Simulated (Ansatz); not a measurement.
```csv
atom,x (Å),y (Å),z (Å)
O,-1.2931,-0.3105,-0.7766
Al,0.2667,0.3041,-0.4150
O,1.1220,0.0643,1.0522
H,-1.8596,-0.8473,-0.2031
H,0.9770,1.1648,-1.5296
H,0.8290,-0.4392,1.8259
```

Computed with Ansatz 0.2.0, RKS PBE-D4/def2-SVP.

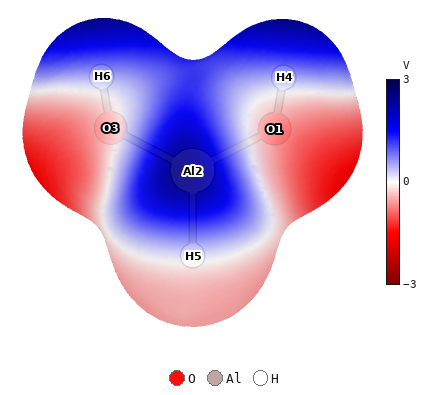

AlH$_{3}$O$_{2}$. The molecular electrostatic potential painted on the density surface at 0.002 e/bohr³, seen across its widest extent; the colour scale runs from red (negative) to blue (positive).

> Which sites attract a positive test charge, and which a negative one?

A positive charge is drawn to the negative regions and a negative charge to the positive ones. The most negative region (about −1.6 V) lies over O1 and O3, the most positive (about +2.4 V) over Al2, H4 and H6.
